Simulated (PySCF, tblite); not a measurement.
**C3H12Si2: dynamics, then NMR shifts on frames**

How do NMR shifts of C3H12Si2 (`C[SiH2]CC[SiH3]`) change as the atoms move?

Computed with tblite 0.8.0 and PySCF 2.14.0, with density-fitted response routines of our own, on a single molecule in the gas phase. Atoms are numbered from 0 throughout.

### 1 The molecule as given

17 atoms, charge 0, multiplicity 1; geometry from: GFN2-xTB.

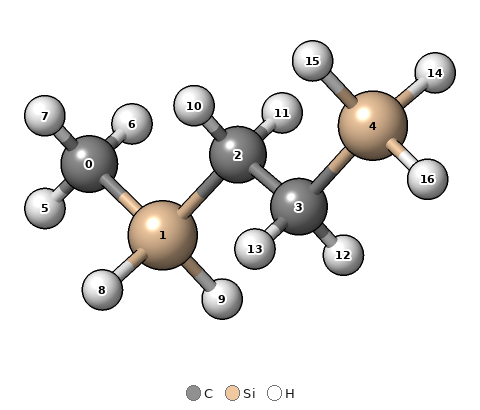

As it starts; carbon grey, silicon light orange, hydrogen white, atoms numbered; sticks join atoms by distance.

### 2 A short Langevin run with GFN2-xTB

Job settings and geometry (Å):

```
{"job": {"kind": "md", "xc": "GFN2-xTB", "basis": "xTB", "temperature": 400, "steps": 2000, "every": 50, "frames": 5}, "charge": 0, "multiplicity": 1}
C     -2.990401     0.366842    -0.145905
Si    -1.508032    -0.616610     0.513728
C      0.108089     0.220415    -0.045071
C      1.357610    -0.504278     0.456659
Si     2.967294     0.347283    -0.089507
H     -3.924972    -0.083169     0.173276
H     -2.996480     0.399197    -1.231472
H     -2.980478     1.392078     0.213012
H     -1.552879    -0.659874     1.982782
H     -1.555915    -1.992231    -0.002740
H      0.130415     1.253688     0.308880
H      0.141228     0.272734    -1.135627
H      1.342039    -1.534430     0.095247
H      1.320134    -0.567101     1.546059
H      3.036593     0.359781    -1.553119
H      2.976063     1.728186     0.400224
H      4.122695    -0.370481     0.452049
```

Method: GFN2-xTB Langevin dynamics, gas phase.

Command:

```bash
OMP_NUM_THREADS=1 python probes_run.py task.json out
```

One launch serves the whole session: the jobs run in the order shown.

What it wrote:

```text
t/fs     T/K      E/eV
    0.0   345.3   -434.92060
   25.0   275.2   -434.39375
   50.0   321.3   -434.21433
   75.0   318.9   -434.16898
  100.0   328.9   -434.37551
  125.0   415.2   -434.20890
  150.0   374.4   -434.24077
  175.0   381.6   -434.16729
  200.0   515.3   -434.31342
  225.0   412.8   -434.17930
  250.0   386.4   -434.21523
  275.0   395.6   -434.12955
  300.0   301.2   -434.02991
  325.0   339.3   -433.99210
  350.0   390.8   -433.99419
  375.0   286.4   -434.06449
  400.0   339.5   -434.07894
  425.0   423.7   -434.17463
  450.0   335.4   -434.06282
  475.0   462.1   -434.19068
  500.0   323.4   -433.91392
  525.0   336.2   -433.97329
  550.0   446.5   -434.30261
  575.0   428.1   -434.12358
  600.0   375.6   -434.02278
  625.0   383.8   -434.03514
  650.0   366.2   -434.07374
  675.0   454.8   -434.27742
  700.0   357.0   -434.12705
  725.0   345.0   -434.07410
  750.0   314.9   -434.04823
  775.0   369.0   -434.04318
  800.0   409.4   -434.02430
  825.0   599.8   -434.36704
  850.0   522.7   -434.23302
  875.0   480.9   -434.22175
  900.0   436.7   -434.19612
  925.0   436.2   -434.28124
  950.0   369.6   -434.12818
  975.0   369.8   -433.95385
 1000.0   476.3   -433.82727
```

Run time: 10 s. Hardware: 1 thread of Arm Neoverse V2, shared host; peak memory 0.19 GiB.

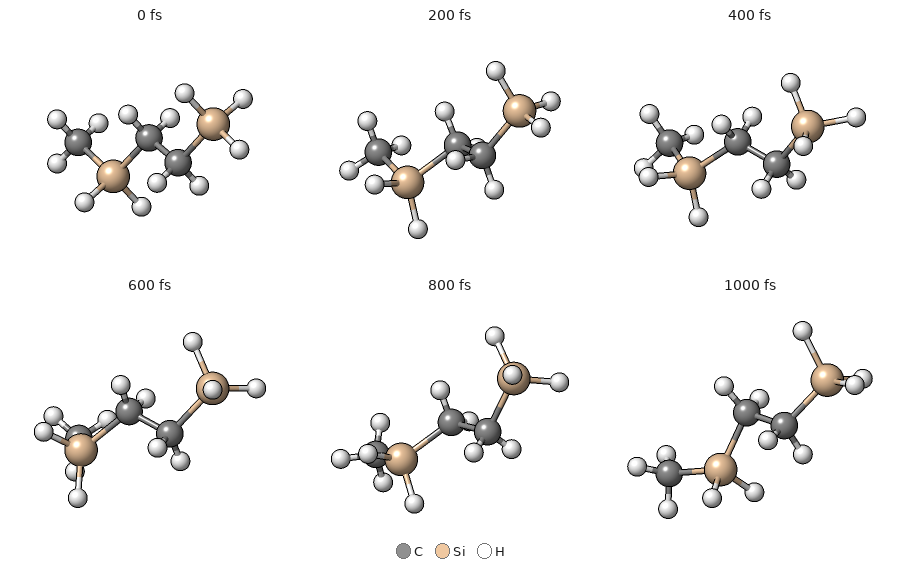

Frames of the run.

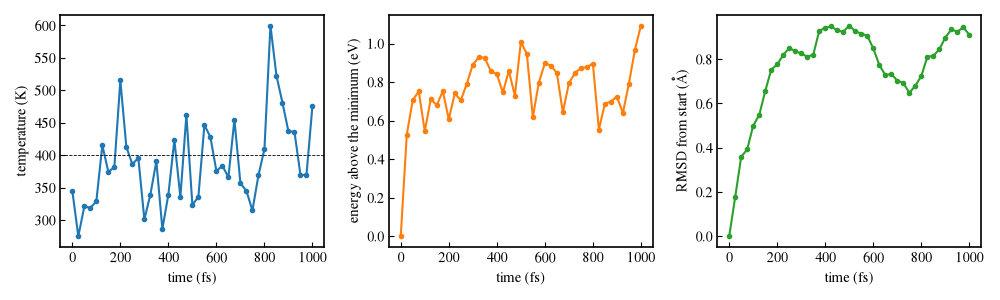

Temperature, potential energy and distance from the start.

Positions (Å) and forces (eV/Å) at 1000 fs:

```xyz
17

C    -3.852    0.584    2.169   -2.977   -0.843   -1.041
Si   -2.058    0.308    1.828   -0.080   -0.087   -0.551
C    -1.161    1.516    0.650   -0.485    0.587    0.409
C     0.256    0.971    0.780   -0.025   -1.161   -1.946
Si    1.541    1.692   -0.462    0.865    1.307   -0.130
H    -4.576    0.806    1.301    1.456   -0.517    0.704
H    -4.227    1.285    2.875    0.492    0.638    0.815
H    -4.194   -0.409    2.552    0.080    0.688   -0.249
H    -1.490    0.019    3.156    0.238    0.228   -0.106
H    -2.013   -0.958    1.057    0.041    0.012    0.110
H    -1.278    2.609    0.893    0.457   -1.014    0.039
H    -1.516    1.440   -0.373   -0.113   -0.174   -0.139
H     0.183   -0.169    0.565    0.303    1.590    0.238
H     0.455    1.039    1.809    1.068    0.214    1.111
H     1.526    0.958   -1.783   -0.264    0.436    0.628
H     1.320    3.346   -0.650    0.094   -1.917    0.176
H     3.031    1.588   -0.048   -1.149    0.013   -0.067
```

### 3 NMR shieldings: 250 fs, PBE0/pcSseg-1

Job settings and geometry (Å):

```
{"job": {"kind": "nmr", "xc": "PBE0", "basis": "pcSseg-1", "pop": false}, "charge": 0, "multiplicity": 1}
C     -3.307800     0.184400     0.335400
Si    -1.589900    -0.372900     0.900700
C     -0.060800     0.085100    -0.284500
C      1.177800    -0.327200     0.414200
Si     2.755700     0.570800    -0.180300
H     -3.441100     1.285400     0.164500
H     -3.928400     0.028200     1.232300
H     -3.671900    -0.281000    -0.582000
H     -1.409600     0.202200     2.377700
H     -1.762300    -1.921300     0.988700
H     -0.052100     1.132100    -0.554800
H     -0.347900    -0.480200    -1.180000
H      1.347500    -1.400000     0.419700
H      0.974900    -0.204900     1.454800
H      2.825100     0.339100    -1.644200
H      2.513400     1.953100     0.144500
H      3.991700     0.181600     0.447800
```

Method: GIAO PBE0/pcSseg-1 NMR shielding, non-relativistic, gas phase.

What it wrote:

```text
coarse grid: 13952 points
cycle   1  E = -699.9858638900  dE = -4.448e-02  |g| = 4.433e-01  |ddm| = 3.442e+00
cycle   2  E = -699.9621396193  dE =  2.372e-02  |g| = 5.300e-01  |ddm| = 8.157e-01
cycle   3  E = -700.0365260394  dE = -7.439e-02  |g| = 3.808e-02  |ddm| = 4.918e-01
cycle   4  E = -700.0368068847  dE = -2.808e-04  |g| = 2.138e-02  |ddm| = 5.835e-02
cycle   5  E = -700.0369254964  dE = -1.186e-04  |g| = 3.879e-03  |ddm| = 2.193e-02
cycle   6  E = -700.0369291854  dE = -3.689e-06  |g| = 4.668e-04  |ddm| = 4.138e-03
final grid: 121944 points
cycle   7  E = -700.0651709425  dE = -1.999e-05  |g| = 6.776e-03  |ddm| = 1.810e-02
cycle   8  E = -700.0651638396  dE =  7.103e-06  |g| = 8.484e-03  |ddm| = 1.294e-02
cycle   9  E = -700.0651826839  dE = -1.884e-05  |g| = 4.813e-04  |ddm| = 7.505e-03
cycle  10  E = -700.0651827273  dE = -4.346e-08  |g| = 1.932e-04  |ddm| = 5.914e-04
cycle  11  E = -700.0651827371  dE = -9.781e-09  |g| = 3.207e-05  |ddm| = 1.873e-04
cycle  12  E = -700.0651827373  dE = -2.226e-10  |g| = 6.066e-06  |ddm| = 3.991e-05
converged SCF energy = -700.0651827373

GIAO shielding tensors (ppm)
atom      isotropic    diamagn.    paramagn.     s11        s22        s33       span
  0 C      186.972     251.903     -64.931    179.957    184.236    196.723     16.767
  1 Si     363.934     879.719    -515.785    310.384    352.993    428.424    118.040
  2 C      175.864     253.279     -77.415    163.586    170.746    193.260     29.675
  3 C      188.732     252.074     -63.342    175.883    184.660    205.654     29.772
  4 Si     419.680     879.605    -459.925    381.683    411.511    465.845     84.162
  5 H       30.552      29.824       0.728     26.494     28.209     36.952     10.457
  6 H       30.909      26.787       4.122     26.150     28.323     38.253     12.103
  7 H       31.002      29.449       1.553     26.654     28.432     37.922     11.268
  8 H       26.050      28.768      -2.718     22.770     25.550     29.828      7.058
  9 H       26.196      29.041      -2.845     22.932     25.660     29.995      7.062
 10 H       31.143      34.153      -3.010     25.617     31.463     36.347     10.730
 11 H       30.611      33.269      -2.658     26.214     29.435     36.184      9.970
 12 H       31.091      32.074      -0.983     25.964     29.858     37.452     11.488
 13 H       31.504      33.550      -2.045     24.406     32.608     37.498     13.092
 14 H       27.773      28.674      -0.901     24.435     26.238     32.646      8.211
 15 H       28.269      29.662      -1.393     24.693     27.009     33.106      8.413
 16 H       28.047      28.864      -0.817     24.489     25.490     34.163      9.674
```

Wall time 15 s (1 thread of Arm Neoverse V2, shared host); peak memory 0.74 GiB.

The references, computed at this level on geometries of the same kind, shield at (ppm): 1H TMS 31.72, 13C TMS 186.9, 29Si TMS 349.2. Their shielding less the atom's gives the shift. The references are single molecules in the gas phase. Each atom is listed at this fixed geometry, with no averaging over motion; a spectrum would average atoms that exchange fast.

| atoms | environment | σ (ppm) | δ (ppm) |
| --- | --- | --- | --- |
| C2 | sp3 CH2 bonded to Si | 175.9 | 11.1 |
| C0 | methyl carbon bonded to Si | 187.0 | 0.0 |
| C3 | sp3 CH2 bonded to Si | 188.7 | -1.8 |
| H8 | hydrogen on a silicon bonded to 2 C | 26.05 | 5.67 |
| H9 | hydrogen on a silicon bonded to 2 C | 26.20 | 5.52 |
| H14 | hydrogen on a silicon bonded to C | 27.77 | 3.94 |
| H16 | hydrogen on a silicon bonded to C | 28.05 | 3.67 |
| H15 | hydrogen on a silicon bonded to C | 28.27 | 3.45 |
| H5 | hydrogen on a methyl carbon bonded to Si | 30.55 | 1.17 |
| H11 | hydrogen on an sp3 CH2 bonded to Si | 30.61 | 1.11 |
| H6 | hydrogen on a methyl carbon bonded to Si | 30.91 | 0.81 |
| H7 | hydrogen on a methyl carbon bonded to Si | 31.00 | 0.71 |
| H12 | hydrogen on an sp3 CH2 bonded to Si | 31.09 | 0.63 |
| H10 | hydrogen on an sp3 CH2 bonded to Si | 31.14 | 0.57 |
| H13 | hydrogen on an sp3 CH2 bonded to Si | 31.50 | 0.21 |
| Si1 | silicon bonded to 2 C, 2 H | 363.9 | -14.8 |
| Si4 | silicon bonded to C, 3 H | 419.7 | -70.5 |

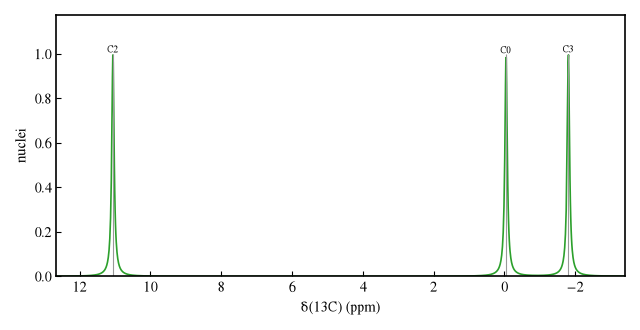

13C lines at the computed shifts, without couplings. Lines are broadened to a width of 0.08 ppm (Lorentzian).

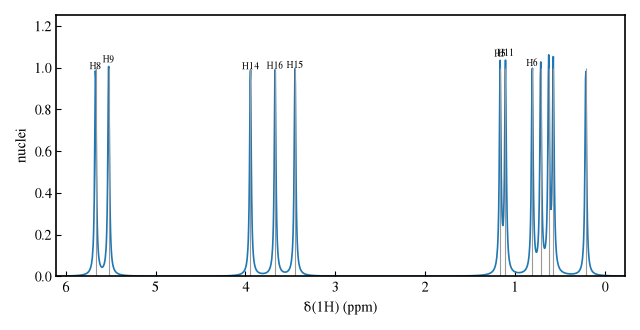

1H lines at the computed shifts, without couplings. Lines are broadened to a width of 0.02 ppm (Lorentzian).

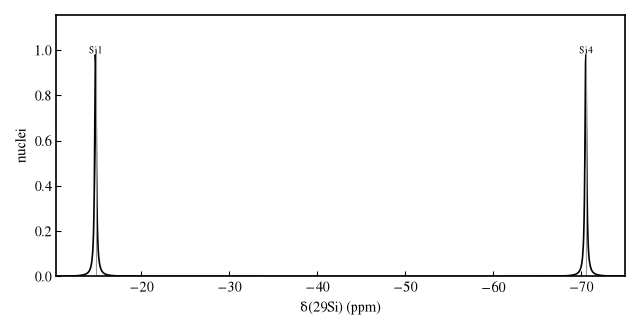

29Si lines at the computed shifts, without couplings. Lines are broadened to a width of 0.22 ppm (Lorentzian).

### 4 Shielding tensors: 425 fs, PBE0/pcSseg-1

Job settings and geometry (Å):

```
{"job": {"kind": "nmr", "xc": "PBE0", "basis": "pcSseg-1", "pop": false}, "charge": 0, "multiplicity": 1}
C     -3.259800     0.694600     0.257300
Si    -1.690100     0.054400     1.177200
C     -0.027100     0.618700     0.484100
C      1.125000    -0.414700     0.591100
Si     2.678500     0.479000     0.001500
H     -3.128600     1.804900     0.300500
H     -4.284300     0.462900     0.702400
H     -3.173200     0.380600    -0.818100
H     -1.474900     0.566800     2.573000
H     -1.589500    -1.509500     1.165300
H      0.250600     1.574100     1.011300
H      0.011900     0.844900    -0.597400
H      0.851400    -1.120000    -0.194500
H      1.106800    -0.868100     1.605300
H      3.169800    -0.373900    -1.082700
H      2.328800     1.792200    -0.470800
H      3.571000     0.640800     1.137400
```

With the program's defaults for keys left out, this is: GIAO PBE0/pcSseg-1 NMR shielding, non-relativistic, gas phase.

What it wrote:

```text
coarse grid: 13952 points
cycle   1  E = -699.9876065688  dE = -1.040e-01  |g| = 4.123e-01  |ddm| = 3.420e+00
cycle   2  E = -699.9676548110  dE =  1.995e-02  |g| = 4.930e-01  |ddm| = 7.956e-01
cycle   3  E = -700.0324352941  dE = -6.478e-02  |g| = 3.274e-02  |ddm| = 4.624e-01
cycle   4  E = -700.0326457415  dE = -2.104e-04  |g| = 1.670e-02  |ddm| = 4.462e-02
cycle   5  E = -700.0327137850  dE = -6.804e-05  |g| = 4.415e-03  |ddm| = 1.758e-02
cycle   6  E = -700.0327189754  dE = -5.190e-06  |g| = 4.945e-04  |ddm| = 4.542e-03
final grid: 121944 points
cycle   7  E = -700.0615151044  dE = -1.954e-05  |g| = 6.397e-03  |ddm| = 2.223e-02
cycle   8  E = -700.0615090792  dE =  6.025e-06  |g| = 7.979e-03  |ddm| = 1.260e-02
cycle   9  E = -700.0615258415  dE = -1.676e-05  |g| = 3.383e-04  |ddm| = 6.868e-03
cycle  10  E = -700.0615258584  dE = -1.683e-08  |g| = 1.453e-04  |ddm| = 4.268e-04
cycle  11  E = -700.0615258637  dE = -5.345e-09  |g| = 3.753e-05  |ddm| = 1.502e-04
cycle  12  E = -700.0615258641  dE = -3.429e-10  |g| = 5.126e-06  |ddm| = 4.009e-05
converged SCF energy = -700.0615258641

GIAO shielding tensors (ppm)
atom      isotropic    diamagn.    paramagn.     s11        s22        s33       span
  0 C      184.450     255.654     -71.203    177.284    182.943    193.123     15.839
  1 Si     375.759     881.255    -505.497    313.610    389.656    424.011    110.401
  2 C      163.657     257.390     -93.733    145.799    164.512    180.661     34.862
  3 C      179.222     253.969     -74.747    172.754    179.632    185.281     12.527
  4 Si     409.032     880.354    -471.322    334.479    421.707    470.912    136.433
  5 H       30.493      29.991       0.502     25.897     29.019     36.562     10.665
  6 H       29.630      26.101       3.528     25.462     26.083     37.344     11.881
  7 H       30.203      31.121      -0.918     25.635     28.660     36.313     10.678
  8 H       26.826      29.877      -3.052     23.018     26.129     31.330      8.312
  9 H       26.586      29.405      -2.819     22.973     26.639     30.146      7.174
 10 H       30.120      33.910      -3.790     24.815     30.834     34.710      9.896
 11 H       30.389      36.017      -5.628     24.879     31.486     34.802      9.923
 12 H       30.540      34.275      -3.735     25.597     29.699     36.324     10.728
 13 H       30.225      31.786      -1.562     25.166     29.625     35.884     10.718
 14 H       27.432      29.099      -1.666     23.572     25.589     33.136      9.565
 15 H       28.469      30.521      -2.053     24.833     28.418     32.155      7.321
 16 H       27.613      29.280      -1.667     24.028     25.785     33.027      8.998
```

Run time: 14 s. Hardware: 1 thread of Arm Neoverse V2, shared host; peak memory 0.77 GiB.

In short: δ C2 23.3, C3 7.7, C0 2.5, Si1 -26.6, H9 5.13, H8 4.89 ppm.

[end of part 1 of 2]
